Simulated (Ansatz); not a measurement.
# One shape, several levels: Si2H5O2 (SMILES O[Si](O)[SiH3])

We compute a comparison of 3 runs (UHF/def2-SVP, UCCSD(T)/cc-pVDZ, UCCSD(T)/6-31+G*) of Si2H5O2. 

Program for the calculation: Ansatz 0.2.0.

**1. The molecule**

The species is Si2H5O2 (9 atoms), meant as a doublet with charge 0. As SMILES, `O[Si](O)[SiH3]`. The coordinates come from a PBE0-D4/def2-TZVP relaxation. This is one conformer, not always the lowest.

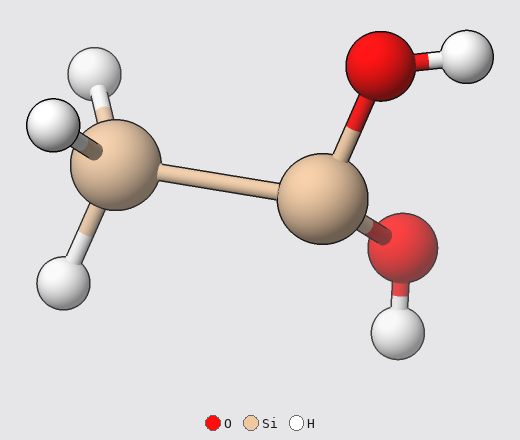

The structure, seen from a chosen angle (oxygen red, silicon light orange, hydrogen white).

**2. Energy and forces at UHF/def2-SVP (run 1)**

File in.yaml:

```yaml
crystal:
  periodic: [false, false, false]
  atoms:
    - symbol: O
      position_ang: [-1.122100, 1.622400, -0.267400]
    - symbol: Si
      position_ang: [0.024100, 0.532200, -0.765800]
    - symbol: O
      position_ang: [1.473200, 1.273800, -0.525800]
    - symbol: Si
      position_ang: [0.064300, -1.456500, 0.512100]
    - symbol: H
      position_ang: [-2.020300, 1.474300, -0.569100]
    - symbol: H
      position_ang: [1.506200, 2.222300, -0.671000]
    - symbol: H
      position_ang: [-1.268600, -2.103300, 0.362600]
    - symbol: H
      position_ang: [1.095600, -2.365000, -0.054900]
    - symbol: H
      position_ang: [0.336100, -1.246500, 1.962200]
basis:
  gaussian:
    orbitals: def2-SVP
magnetization:
  spin_polarized: true
  initial_magnetization: 1
hamiltonian:
  xc: hf
accuracy: high
output: {forces: true, orbitals: {seedname: orbitals}}
```

Command:

```console
$ ansatz run in.yaml --threads 1 --pin off --max-ram 2610MiB --events-out events.jsonl --progress --plain --runs-dir runs
```

Standard output:

```text
Warning: RAYON_NUM_THREADS=1 ignored (pool sized by the plan → 1); use --threads N
Functional definition: HF
  name "HF"
  exchange = exact_x
  correlation = 0
1890 factors; integrals over basis functions are off by at most 1.1e-8 eV
mean field evaluation 1: about -19866.4730 eV, gradient 3.1e1 eV
mean field evaluation 2: about -19866.4824 eV, gradient 3.1e1 eV
mean field evaluation 4: about -19870.6689 eV, gradient 2.6e0 eV
mean field evaluation 8: about -19870.7678 eV, gradient 4.1e-3 eV
mean field -19870.76778844 eV, -730.2372473350 hartree, gradient 1.7e-8 eV, S^2 0.759196; 0 other end points of the search recorded, 0 dependent functions left out
the calculation of the forces begins
reference -19870.76778844 eV, -730.2372473350 hartree; 25, 24 occupied and 64, 65 virtual orbitals, 1890 factors
Total energy: -19870.76778844 eV, -730.2372473350 hartree
Atom 0 at    -1.122100     1.622400    -0.267400 Å, force    -0.923075    -0.163249    -0.313378 eV/Å
Atom 1 at     0.024100     0.532200    -0.765800 Å, force     0.050176    -0.068995     0.029515 eV/Å
Atom 2 at     1.473200     1.273800    -0.525800 Å, force     0.135109     0.976046    -0.177721 eV/Å
Atom 3 at     0.064300    -1.456500     0.512100 Å, force    -0.044616    -0.203449     0.057781 eV/Å
Atom 4 at    -2.020300     1.474300    -0.569100 Å, force     0.737173     0.224382     0.306285 eV/Å
Atom 5 at     1.506200     2.222300    -0.671000 Å, force     0.060338    -0.797577     0.136920 eV/Å
Atom 6 at    -1.268600    -2.103300     0.362600 Å, force     0.052975    -0.016738     0.042126 eV/Å
Atom 7 at     1.095600    -2.365000    -0.054900 Å, force    -0.046461     0.030133     0.043441 eV/Å
Atom 8 at     0.336100    -1.246500     1.962200 Å, force    -0.021619     0.019446    -0.124969 eV/Å
Dipole moment:    -0.320757     0.159750    -0.253989 e Å
```

It took 2 s on 1 thread of AMD EPYC 9R45 (Zen 5), shared host; peak memory 0.34 GiB.

**3. Energy and forces at UCCSD(T)/cc-pVDZ (run 2)**

File run.yaml:

```yaml
basis:
  gaussian:
    orbitals: cc-pVDZ
crystal:
  periodic: [false, false, false]
  atoms:
    - {symbol: O, position_ang: [-1.122100, 1.622400, -0.267400]}
    - {symbol: Si, position_ang: [0.024100, 0.532200, -0.765800]}
    - {symbol: O, position_ang: [1.473200, 1.273800, -0.525800]}
    - {symbol: Si, position_ang: [0.064300, -1.456500, 0.512100]}
    - {symbol: H, position_ang: [-2.020300, 1.474300, -0.569100]}
    - {symbol: H, position_ang: [1.506200, 2.222300, -0.671000]}
    - {symbol: H, position_ang: [-1.268600, -2.103300, 0.362600]}
    - {symbol: H, position_ang: [1.095600, -2.365000, -0.054900]}
    - {symbol: H, position_ang: [0.336100, -1.246500, 1.962200]}
output:
  forces: true
  orbitals: {seedname: orbitals}
correlation:
  method: ccsd_t
  frozen_orbitals: {H: 0, O: 1, Si: 5}
scf:
  omitted_lower_state_checks: [cluster_reference, increment]
accuracy: high
magnetization:
  spin_polarized: true
  initial_magnetization: 1
```

Command:

```console
$ ansatz run run.yaml --threads 1 --pin off --max-ram 2610MiB --events-out events.jsonl --progress --plain --runs-dir runs
```

Standard output, shortened:

```text
Warning: RAYON_NUM_THREADS=1 ignored (pool sized by the plan → 1); use --threads N
[... 2 set-up lines as earlier in the session ...]
[...]
2039 factors; integrals over basis functions are off by at most 3.8e-9 eV
[...]
mean field -19879.08663204 eV, -730.5429591987 hartree, gradient 9.0e-8 eV, S^2 0.760222; 0 other end points of the search recorded, 0 dependent functions left out
12 core orbitals not correlated: weight in the atoms' cores, before any rotation towards them, 1.000 or more for the frozen orbitals, at most 0.000 for the correlated occupied ones
reference -19879.08663204 eV, -730.5429591987 hartree; 13, 12 occupied and 64, 65 virtual orbitals, 2039 factors
second order -15.10053272 eV of doubles, -0.00000000 eV of singles
cycle   1  -15.69125495 eV  change   -5.9e-1 eV  update   1.0e-1
[...]
cycle  24  -16.25782185 eV  change   -1.0e-9 eV  update   1.9e-9
perturbative correction -0.38072143 eV, -0.0139912544 hartree
[...]
Total energy: -19895.72517532 eV, -731.1544143860 hartree
Atom 0 at    -1.122100     1.622400    -0.267400 Å, force    -0.669626     1.067565     0.578441 eV/Å
Atom 1 at     0.024100     0.532200    -0.765800 Å, force    -0.413829    -1.318694    -0.809006 eV/Å
Atom 2 at     1.473200     1.273800    -0.525800 Å, force     1.416714     0.258111     0.311084 eV/Å
Atom 3 at     0.064300    -1.456500     0.512100 Å, force     0.035636    -0.051049     0.038223 eV/Å
Atom 4 at    -2.020300     1.474300    -0.569100 Å, force    -0.304393    -0.120207    -0.138629 eV/Å
Atom 5 at     1.506200     2.222300    -0.671000 Å, force    -0.054015     0.344220    -0.076875 eV/Å
Atom 6 at    -1.268600    -2.103300     0.362600 Å, force    -0.110317    -0.075437     0.003800 eV/Å
Atom 7 at     1.095600    -2.365000    -0.054900 Å, force     0.084245    -0.103407    -0.023897 eV/Å
Atom 8 at     0.336100    -1.246500     1.962200 Å, force     0.015585    -0.001102     0.116859 eV/Å
Dipole moment:    -0.283790     0.223503    -0.202277 e Å
Checks for a lower state left out: cluster_reference, increment
```

It took 89 s on 1 thread of AMD EPYC 9R45 (Zen 5), shared host; peak memory 1.6 GiB.

**4. Energy and forces at UCCSD(T)/6-31+G(d) (spherical functions) (run 3)**

Edit run.yaml of step 3 so:

```diff
@@ -1,4 +1 @@
-basis:
-  gaussian:
-    orbitals: cc-pVDZ
 crystal:
@@ -15,13 +12,8 @@
     - {symbol: H, position_ang: [0.336100, -1.246500, 1.962200]}
-output:
-  forces: true
-  orbitals: {seedname: orbitals}
-correlation:
-  method: ccsd_t
-  frozen_orbitals: {H: 0, O: 1, Si: 5}
-scf:
-  omitted_lower_state_checks: [cluster_reference, increment]
+basis:
+  gaussian: {orbitals: 6-31+G_st_-spherical.json}
+magnetization: {spin_polarized: true, initial_magnetization: 1}
+correlation: {method: ccsd_t, frozen_orbitals: {H: 0, O: 1, Si: 5}}
 accuracy: high
-magnetization:
-  spin_polarized: true
-  initial_magnetization: 1
+scf: {omitted_lower_state_checks: [cluster_reference, increment]}
+output: {forces: true, orbitals: {seedname: orbitals}}
```

The basis set 6-31+G* is read from a file made from the Basis Set Exchange's data (not shown).

Command:

```console
$ ansatz run run.yaml --threads 1 --pin off --max-ram 2610MiB --events-out events.jsonl --progress --plain --runs-dir runs
```

Standard output, shortened:

```text
Warning: RAYON_NUM_THREADS=1 ignored (pool sized by the plan → 1); use --threads N
[... 2 set-up lines as earlier in the session ...]
[...]
1905 factors; integrals over basis functions are off by at most 3.4e-9 eV
[...]
mean field -19878.13285649 eV, -730.5079085938 hartree, gradient 2.9e-8 eV, S^2 0.758347; 0 other end points of the search recorded, 0 dependent functions left out
12 core orbitals not correlated: weight in the atoms' cores, before any rotation towards them, 1.000 or more for the frozen orbitals, at most 0.000 for the correlated occupied ones
reference -19878.13285649 eV, -730.5079085938 hartree; 13, 12 occupied and 65, 66 virtual orbitals, 1905 factors
second order -13.95662026 eV of doubles, -0.00000000 eV of singles
cycle   1  -14.39541082 eV  change   -4.4e-1 eV  update   1.1e-1
[...]
cycle  25  -14.96899989 eV  change   -1.8e-9 eV  update   1.9e-9
perturbative correction -0.35049069 eV, -0.0128802951 hartree
[...]
Total energy: -19893.45234707 eV, -731.0708894885 hartree
Atom 0 at    -1.122100     1.622400    -0.267400 Å, force    -0.016792     0.678626     0.473068 eV/Å
Atom 1 at     0.024100     0.532200    -0.765800 Å, force    -0.143268    -1.188793    -0.360429 eV/Å
Atom 2 at     1.473200     1.273800    -0.525800 Å, force     0.781782    -0.213122     0.230239 eV/Å
Atom 3 at     0.064300    -1.456500     0.512100 Å, force     0.021041     0.047129    -0.059931 eV/Å
Atom 4 at    -2.020300     1.474300    -0.569100 Å, force    -0.720586    -0.009673    -0.203159 eV/Å
Atom 5 at     1.506200     2.222300    -0.671000 Å, force     0.092943     0.737920    -0.099470 eV/Å
Atom 6 at    -1.268600    -2.103300     0.362600 Å, force    -0.110498    -0.043555    -0.014837 eV/Å
Atom 7 at     1.095600    -2.365000    -0.054900 Å, force     0.078365    -0.066559    -0.047677 eV/Å
Atom 8 at     0.336100    -1.246500     1.962200 Å, force     0.017012     0.058027     0.082197 eV/Å
Dipole moment:    -0.320700     0.126023    -0.171183 e Å
Checks for a lower state left out: cluster_reference, increment
```

It took 95 s on 1 thread of AMD EPYC 9R45 (Zen 5), shared host; peak memory 1.6 GiB.

**5. Overview of the runs**

```tsv
run	level	frozen core orbitals	energy (Eh)	dipole moment (D)	HOMO energy (eV)	LUMO energy (eV)	wall time
1	UHF/def2-SVP	–	-730.237247	2.11	-8.16	1.73	2 s
2	UCCSD(T)/cc-pVDZ	12	-731.154414	1.99	-8.12	1.84	89 s
3	UCCSD(T)/6-31+G* (spherical functions)	12	-731.070889	1.85	-8.28	0.91	95 s
```

**6. What came out**

| quantity | value |
| --- | --- |
| run 3: total energy | -731.07089 Eh |
| run 3: dipole moment (correlated density) | 1.85 D |
| run 3: HOMO energy (Hartree–Fock orbitals) (highest over α and β) | -8.28 eV |
| run 3: LUMO energy (Hartree–Fock orbitals) (lowest over α and β) | 0.91 eV |
| run 3: correlation energy (12 core orbitals frozen) | -563.0 mEh |
| run 3: (T) correction | -12.88 mEh |
| run 3: ⟨S²⟩ of the reference determinant | 0.758 |
| run 3: T1 diagnostic | 0.017 |
| run 3: largest force on an atom | 1.250 eV/Å |

In words: The dipole moment (its size) runs from 1.85 D (UCCSD(T)/6-31+G*) to 2.11 D (UHF/def2-SVP). The two ends differ in method and basis. All runs together took 3.1 min, the longest 95 s.
